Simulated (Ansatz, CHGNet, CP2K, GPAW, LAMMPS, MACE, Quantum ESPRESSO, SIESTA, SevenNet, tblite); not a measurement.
## Amorphous 63GeO2-24PbO-13Al2O3 (mol %) (115 atoms) in tblite

How do the settings of tblite change the result for amorphous 63GeO2-24PbO-13Al2O3 (mol %) (115 atoms)? A plane-wave run serves as the yardstick.

Method: the method is named at each step, in tblite 0.8.0.

**1. Starting point**

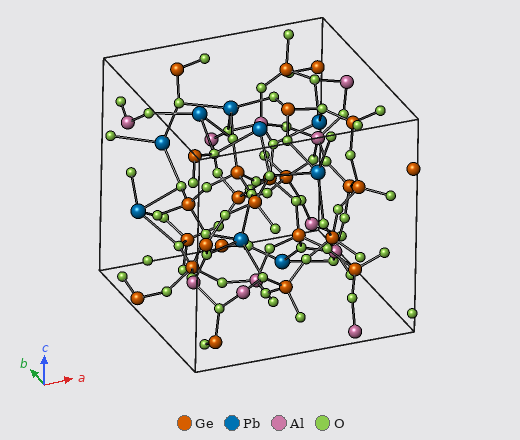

The starting structure, seen slightly off an axis (germanium orange, lead blue, aluminium pink, oxygen green). Bonds to atoms that aren't drawn are left out. Some periodic images of atoms are drawn too.

The cell holds 115 atoms: 24 Ge, 9 Pb, 10 Al and 72 O. Its edges and angles: a = 12.017 Å, b = 12.017 Å, c = 12.017 Å, α = 90.0°, β = 90.0°, γ = 90.0°. 115 atoms (24 Ge, 9 Sr, 10 Al, 72 O) placed at random at 3.86 g/cm³, melted at 5000 K for 10 ps at fixed volume with the Morse and Coulomb pair potential with partial charges (Pedone, Malavasi, Menziani, Cormack and Segre, J. Phys. Chem. B 110, 11780 (2006)). Quenched from 5000 K to 300 K at 100 K/ps and fixed volume, held 10 ps at zero pressure, then minimised at fixed cell. Then Sr was replaced by Pb and the cell scaled by 1.008 (the potential has no terms for the new elements, so the cell is a start for a DFT relaxation).

The yardstick, on the same geometry:

* method: Kohn-Sham DFT, PBE, PAW, plane waves (Ansatz 0.2.0); cutoff 420 eV, Γ point, fermi-dirac smearing of 0.05 eV; PAW set soft_2
* r.m.s. force component: 0.7747 eV/Å
* longest force: 2.56 eV/Å
* pressure: 3.7 GPa
* gap (highest filled to lowest empty level): 2.147 eV
* SCF cycles: 10
* time: 22 s on 8 threads of Arm Neoverse V2, shared host
* CPU time: 2.8 min

**2. IPEA1-xTB**

Method: IPEA1-xTB tight binding, diagonalisation.

The input, run.py:

```python
import numpy as np
from ase.io import read
from tblite.ase import TBLite

atoms = read("structure.xyz")
atoms.calc = TBLite(method="IPEA1-xTB", electronic_temperature=580, accuracy=1.0, max_iterations=250, mixer_damping=0.4, verbosity=1)
energy = atoms.get_potential_energy()
forces = atoms.get_forces()
print(f"energy {energy:.6f} eV")
print("forces (eV/A)")
for i, (a, f) in enumerate(zip(atoms, forces)):
    print(f"{i:4d} {a.symbol:2s} {f[0]:10.5f} {f[1]:10.5f} {f[2]:10.5f}")
stress = -atoms.get_stress(voigt=False) * 160.21766
print("stress (GPa, compression positive)")
for row in stress:
    print(" ".join(f"{x:10.4f}" for x in row))
print("charges (e)")
print(np.array2string(atoms.get_charges(), precision=4, suppress_small=True, max_line_width=110, threshold=100000))
```

The input, structure.xyz:

```xyz
115
Lattice="12.01659 0.00000 0.00000 0.00000 12.01659 0.00000 0.00000 0.00000 12.01659" Properties=species:S:1:pos:R:3 pbc="T T T"
Ge 7.92013 1.16200 5.54998
Ge 6.31376 9.21060 4.27250
Ge 10.02388 3.58359 10.49865
Ge 0.11223 7.53729 0.56370
Ge 3.48866 9.07661 2.48803
Ge 11.78743 11.99436 9.26503
Ge 0.96481 1.14061 6.48115
Ge 1.05758 2.91691 10.62531
Ge 7.77449 4.96165 3.89097
Ge 5.48233 1.31510 3.15508
Ge 3.34914 10.42319 11.50348
Ge 4.35061 4.99674 8.07875
Ge 7.08714 5.03495 11.10862
Ge 9.90023 2.70385 2.63968
Ge 2.42579 6.65671 5.86061
Ge 6.87601 6.65431 6.47454
Ge 1.44343 0.82638 1.03571
Ge 3.84483 1.63077 8.11853
Ge 6.39223 11.32492 0.52573
Ge 9.48722 10.46573 4.22744
Ge 11.04084 6.10984 5.49519
Ge 9.33749 10.37272 10.37428
Ge 10.20533 3.14690 7.02406
Ge 2.33987 5.84703 2.69700
Pb 2.52649 10.23032 7.59725
Pb 2.69196 6.08280 11.18733
Pb 9.56497 6.70766 9.12155
Pb 7.16946 1.40522 9.26948
Pb 4.51836 2.74375 11.58604
Pb 8.17957 7.83145 0.95892
Pb 5.42633 8.35826 9.89542
Pb 3.96211 3.54021 5.04216
Pb 0.89956 9.40058 4.44181
Al 9.10749 0.77964 0.19563
Al 5.70055 11.28995 6.67534
Al 7.53464 9.32151 8.16720
Al 1.02201 2.70517 3.59801
Al 10.53723 9.00764 6.92360
Al 5.28874 4.51139 2.03717
Al 0.02295 8.93998 9.84615
Al 2.61637 0.13807 3.96656
Al 11.03351 10.67181 1.18171
Al 10.13227 5.69995 2.16887
O 5.79716 0.14612 1.94080
O 1.78891 1.18423 2.70373
O 0.57680 7.62837 10.89052
O 8.72032 3.53011 3.64019
O 0.70021 6.58629 5.59432
O 2.97387 5.66847 7.18232
O 8.85575 4.78416 10.92981
O 4.07603 1.02429 4.10487
O 8.77187 2.42122 6.38057
O 2.53995 11.78563 0.20368
O 8.03033 9.51173 4.05764
O 9.18704 1.41207 1.77834
O 10.27875 4.06521 1.61191
[... 55 atom lines left out ...]
O 11.83250 8.81321 8.11865
O 10.57796 6.89764 0.98560
O 8.37580 5.96419 2.60520
O 2.75204 8.32125 6.00998
```

The run is started by

```sh
OMP_NUM_THREADS=1 python run.py > output.txt
```

Output:

```text
------------------------------------------------------------
  cycle        total energy    energy error   density error
------------------------------------------------------------
      1     -381.0419287846  -3.8182120E+02   8.1771717E-01
      2     -409.0069064695  -2.7964978E+01   7.9256303E-01
      3     -418.4817310548  -9.4748246E+00   4.3463379E-01
      4     -417.3223835305   1.1593475E+00   3.4509321E-01
      5     -404.9589215905   1.2363462E+01   3.6856399E-01
      6     -421.2974047631  -1.6338483E+01   1.5679571E-01
      7     -423.3004306938  -2.0030259E+00   9.1233302E-02
      8     -423.6311152758  -3.3068458E-01   6.1493488E-02
      9     -423.6891239927  -5.8008717E-02   4.7476472E-02
     10     -423.7176185899  -2.8494597E-02   3.3876262E-02
     11     -423.7558465094  -3.8227919E-02   7.4498733E-03
     12     -423.7624358894  -6.5893800E-03   5.6311219E-03
     13     -423.7645394449  -2.1035555E-03   2.6839454E-03
     14     -423.7647611534  -2.2170853E-04   2.2236512E-03
     15     -423.7649200668  -1.5891341E-04   1.6303942E-03
     16     -423.7650281837  -1.0811690E-04   5.2159800E-04
     17     -423.7650420089  -1.3825197E-05   9.8202648E-05
     18     -423.7650424677  -4.5877977E-07   7.6973740E-05
     19     -423.7650427397  -2.7203913E-07   6.0032429E-05
     20     -423.7650430716  -3.3192816E-07   2.0431391E-05
     21     -423.7650431013  -2.9605815E-08   1.0867819E-05
------------------------------------------------------------
 total:                                   8.203 sec
energy -11531.234171 eV
forces (eV/A)
   0 Ge   -0.04537   -0.38506    0.09871
   1 Ge   -0.06686    0.36438    0.28382
   2 Ge   -0.28687   -0.09205   -0.15645
   3 Ge    0.05132    0.14845    0.28585
   4 Ge   -0.41724    0.24434    0.05086
   5 Ge    0.07953   -0.51849    0.30776
   6 Ge    0.33679   -0.10909    0.05398
   7 Ge   -0.34557   -0.28410    0.22640
   8 Ge   -0.38742    0.01621   -0.07113
   9 Ge    0.08752    0.40305   -0.46413
  10 Ge    0.06488    0.00312   -0.08159
  11 Ge    0.05362    0.44365   -0.03572
  12 Ge   -0.03377   -0.24258    0.13147
  13 Ge    0.21009    0.33995   -0.48724
  14 Ge   -0.08730    0.21749    0.37112
  15 Ge   -0.09712   -0.32391   -0.09391
  16 Ge    0.03283   -0.23611   -0.06989
  17 Ge    0.28919   -0.25458   -0.24030
  18 Ge    0.08024   -0.08487   -0.03570
  19 Ge    0.08855   -0.05067    0.01923
  20 Ge   -0.01200    0.23357   -0.48738
  21 Ge   -0.25049   -0.21713    0.10895
  22 Ge    0.02480    0.19415    0.25683
  23 Ge    0.39746   -0.27880   -0.19516
[...]
107 O     0.24466   -0.66791    0.87593
 108 O     1.13146   -0.43281    1.59166
 109 O     1.06443   -0.65565   -0.40292
 110 O     1.08242    1.24016   -0.29651
 111 O     0.79899   -0.14743   -0.64001
 112 O    -1.45481   -0.30658   -0.18237
 113 O     0.19287    1.56390   -1.46282
 114 O    -0.15901    1.49423   -0.04473
stress (GPa, compression positive)
    1.3453     0.3190    -0.7043
    0.3190    -0.1953    -0.4872
   -0.7043    -0.4872     0.4467
charges (e)
[ 0.2889  0.2744  0.2682  0.2568  0.2556  0.2785  0.2957  0.2674  0.2885  0.2636  0.2533  0.247   0.2187
  0.274   0.2436  0.2673  0.277   0.2426  0.247   0.2681  0.2645  0.2682  0.2717  0.2835  0.7996  0.8017
  0.8145  0.8156  0.8109  0.7992  0.7902  0.8143  0.8117  0.5785  0.5475  0.5201  0.5615  0.5295  0.542
  0.5285  0.5687  0.5716  0.5673 -0.2246 -0.2578 -0.2762 -0.2307 -0.2446 -0.2518 -0.2393 -0.2748 -0.2129
 -0.2352 -0.2322 -0.2544 -0.2937 -0.2983 -0.2984 -0.2254 -0.3073 -0.2206 -0.2537 -0.293  -0.2274 -0.2334
 -0.2807 -0.2725 -0.2309 -0.243  -0.2944 -0.2835 -0.3037 -0.21   -0.245  -0.2749 -0.225  -0.2545 -0.2211
 -0.278  -0.3008 -0.2811 -0.2783 -0.2147 -0.2789 -0.2318 -0.2302 -0.3595 -0.3455 -0.2802 -0.2932 -0.2842
 -0.2973 -0.2573 -0.2812 -0.211  -0.254  -0.2497 -0.297  -0.2448 -0.2395 -0.2942 -0.2997 -0.2994 -0.2388
 -0.281  -0.2925 -0.2679 -0.2626 -0.2625 -0.223  -0.2932 -0.3633 -0.2783 -0.2776 -0.2897]
```

The job ended after 8.8 s (1 thread of Arm Neoverse V2, shared host; peak memory 0.16 GiB).

Banners, paths, timers and routine set-up lines are dropped from the logs unmarked, and long logs keep their key lines alone; longer cuts are marked.

Compared with the plane-wave run:

- r.m.s. force component: 0.651 eV/Å
- r.m.s. difference of force components: 459.2 meV/Å
- longest difference of force vectors: 1930 meV/Å
- force difference over r.m.s. force: 59.28 %
- slope of forces against the reference's: 0.6774
- correlation of force components: 0.8061
- pressure: 0.5322 GPa
- pressure difference: -3.168 GPa

Length of the force difference by element (eV/Å):

```
element  atoms  mean  most
     Al     10   1.1   1.9
     Ge     24   1.1   1.9
      O     72  0.45   1.2
     Pb      9  0.78   1.5
```

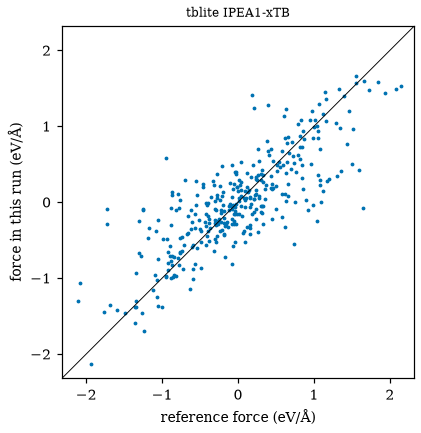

Force components against those of the reference; the line marks equality.

A closer look about Pb31, one of the 9 Pb atoms: 9 atoms, nearest first, numbered in the order of the input, with positions taken from that point.

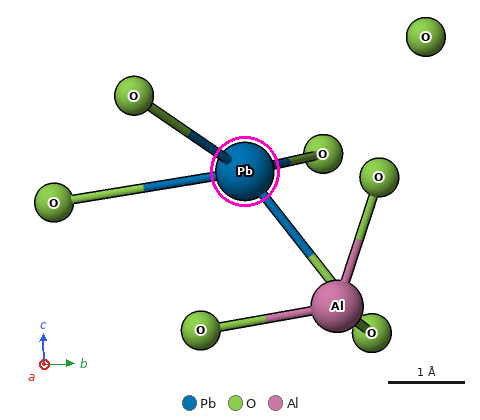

The atoms of the table, within 3.0 Å (arrows a, b, c point along x, y, z); some may hide others; the central atom is ringed.

```
atom      x      y      z  distance (Å)  Mulliken charge (e)     Fx     Fy  Fz (eV/Å)
Pb31   0.00   0.00   0.00          0.00                 0.79  -0.03  -0.32      -0.34
O102   1.63  -1.62   1.11          2.55                -0.30   0.11   1.44      -0.23
 O72  -2.29   1.28   0.11          2.63                -0.30  -0.53  -0.11      -0.68
O103  -0.96  -2.44  -0.38          2.65                -0.30   0.10   0.38       0.51
 O88   0.57   1.58  -2.16          2.73                -0.35  -0.71  -0.44       0.73
 O57   2.35   1.54  -0.03          2.81                -0.30  -1.44   0.03       0.17
Al36   2.11   0.96  -1.73          2.89                 0.52   0.41  -0.09       0.59
O109   1.99  -0.84  -2.00          2.95                -0.26   1.13  -0.43       1.59
 O93  -0.38   2.48   1.70          3.03                -0.26   0.49   0.21      -1.36
```

Atoms are counted from 1 here, from 0 in the log.

Forces lie 59 % from the reference's, at 0.053 times its CPU time (on 1 against 8 cores).

**3. GFN2-xTB**

Method: GFN2-xTB tight binding, diagonalisation.

run.py, as its differences from that of step 2:

```diff
@@ -5,3 +5,3 @@
 atoms = read("structure.xyz")
-atoms.calc = TBLite(method="IPEA1-xTB", electronic_temperature=580, accuracy=1.0, max_iterations=250, mixer_damping=0.4, verbosity=1)
+atoms.calc = TBLite(method="GFN2-xTB", electronic_temperature=580, accuracy=1.0, max_iterations=250, mixer_damping=0.4, verbosity=1)
 energy = atoms.get_potential_energy()
```

structure.xyz is that of step 2.

Output:

```text
------------------------------------------------------------
  cycle        total energy    energy error   density error
------------------------------------------------------------
      1     -363.4517637010  -3.6431646E+02   4.5249806E-01
      2     -366.6203084571  -3.1685448E+00   4.0735918E-01
      3     -373.4068738030  -6.7865653E+00   2.5388979E-01
      4     -374.7240433145  -1.3171695E+00   1.5763518E-01
      5     -372.7606454659   1.9633978E+00   1.7952898E-01
      6     -375.1116546805  -2.3510092E+00   5.8182165E-02
[...]
22     -375.3049648091  -2.0534060E-08   5.0247222E-05
     23     -375.3049649246  -1.1558291E-07   2.3407327E-05
     24     -375.3049649246   7.8102858E-11   1.7563326E-05
------------------------------------------------------------
 total:                                   9.352 sec
energy -10212.568277 eV
forces (eV/A)
   0 Ge    0.11424   -0.93932   -0.49320
   1 Ge    0.13206    1.06689    1.07032
   2 Ge    0.00540   -1.41876    0.23556
   3 Ge   -0.25352    0.89221    0.81767
   4 Ge   -0.04936    0.49093   -0.05867
   5 Ge    0.44283   -0.56638    0.82692
[...]
112 O    -0.06295   -0.09136   -0.16416
 113 O     0.09623    0.31232   -0.24100
 114 O    -0.40371    0.09003    0.13413
stress (GPa, compression positive)
   -2.3450     0.3379    -0.5677
    0.3379    -4.3051    -0.3329
   -0.5677    -0.3329    -3.1195
charges (e)
[ 0.5708  0.567   0.5719  0.5635  0.5702  0.5853  0.5997  0.5688  0.5836  0.5687  0.5612  0.5666  0.5501
  0.562   0.5615  0.5684  0.5653  0.5551  0.5542  0.5589  0.5544  0.5809  0.5614  0.5889  0.6893  0.685
  0.7218  0.7664  0.6748  0.7116  0.6572  0.6709  0.652   0.5236  0.4832  0.4871  0.485   0.4758  0.482
  0.5082  0.5192  0.4831  0.5184 -0.3341 -0.2775 -0.3474 -0.3794 -0.364  -0.3535 -0.353  -0.3365 -0.3018
 -0.3248 -0.3046 -0.3206 -0.3586 -0.374  -0.32   -0.3601 -0.4118 -0.3077 -0.2765 -0.3384 -0.3161 -0.3481
 -0.3382 -0.3036 -0.3521 -0.3615 -0.3825 -0.3365 -0.3611 -0.3287 -0.3577 -0.3554 -0.3119 -0.3526 -0.3125
 -0.3223 -0.3874 -0.3091 -0.3682 -0.3169 -0.3607 -0.3246 -0.3359 -0.387  -0.3367 -0.372  -0.4117 -0.3381
 -0.3414 -0.3731 -0.3343 -0.2883 -0.3664 -0.3778 -0.3498 -0.3723 -0.3727 -0.3571 -0.3946 -0.3859 -0.3362
 -0.3102 -0.3542 -0.3276 -0.3216 -0.3325 -0.2967 -0.3582 -0.3734 -0.3537 -0.3521 -0.3695]
```

Elapsed: 9.9 s, on 1 thread; peak memory 0.15 GiB.

Compared with the plane-wave run:

- r.m.s. force component: 0.4029 eV/Å
- r.m.s. difference of force components: 578 meV/Å
- longest difference of force vectors: 2785 meV/Å
- force difference over r.m.s. force: 74.61 %
- slope of forces against the reference's: 0.3569
- correlation of force components: 0.6863
- pressure: -3.256 GPa
- pressure difference: -6.956 GPa

Against the first run (59 %), the force difference from the reference is 75 %, at 1.1 times the CPU time.

**4. The ladder**

Differences are against the plane-wave reference, forces as r.m.s. over components; share is that over the reference's r.m.s. force, slope the least-squares factor from reference forces to these. Total energies of different programs have different zeros and aren't compared.

```
             run  Δ force, r.m.s. (meV/Å)  share (%)  slope  Δ pressure (GPa)  cores  CPU time  memory (GiB)
       reference                        -          -      -                 -      8   2.8 min           2.8
tblite IPEA1-xTB                      459       59.3  0.677             -3.17      1     8.8 s          0.16
 tblite GFN2-xTB                      578       74.6  0.357             -6.96      1     9.9 s          0.15
```

CPU time is summed over cores on a shared host, where runs went side by side, so it is rough. Symmetry, cutoffs, thresholds, outputs and thread counts weren't matched or tuned between programs; memory under MPI is the largest rank's times the ranks.

Mean charges by element (e), by run and scheme:

```
             run    scheme     Ge     Pb     Al      O
       reference    Löwdin  +1.59  +1.13  +1.30  -0.79
tblite IPEA1-xTB  Mulliken  +0.27  +0.81  +0.55  -0.27
 tblite GFN2-xTB  Mulliken  +0.57  +0.69  +0.50  -0.34
```

The reference's Löwdin charges lack the electrons that the projection spills, 0.042 e an atom on average.

**5. Summary of results**

| Property | Result |
| --- | --- |
| nearest in forces | tblite IPEA1-xTB, 59 % |
| its CPU time | 8.8 s |

**Reading.** Tight binding differs by 59 % (tblite IPEA1-xTB) to 75 % (tblite GFN2-xTB); it is another model, with fitted parameters of its own, and the xTB methods hold dispersion. IPEA1-xTB was fitted to ionisation energies and electron affinities, not to forces or charges. Of the electronic-structure runs that take under half the reference's CPU time, tblite IPEA1-xTB comes nearest, at 59 % in 8.8 s against 2.8 min; its pressure misses by -3.2 GPa. Charges hang on model, scheme and program or settings: among these rows the mean for Ge runs from +0.27 to +1.59 e. Periodic xTB results under one method name differ between programs and library versions. The quench rate of 100 K/ps is many orders above laboratory rates, so the cell is likely richer in defects and strain than a real sample. The network of bonds at the start is that of the classical potential that made the cell, and needn't be the one that DFT or experiment would give. The reference's pressure of 3.7 GPa belongs to a cell and atoms that aren't relaxed at this level. The electronic-structure runs sample only Γ, in a cell whose shortest periodic width is 12 Å. Spin–orbit coupling is left out, which matters for the levels of the heavy elements.

[Also dropped from logs without a mark: logging warnings of Python, and SIESTA's first energy breakdown and zero terms.]

[Logs are printed without paths, hosts, clocks, repeated set-up lines and the standing remarks that a program may print on its own settings, such as how far it seeks lower states.]

[Hosts, paths, dates, database ids (printed as entryN), source tags and the programs' standing remarks are cut or masked in the printed files.]
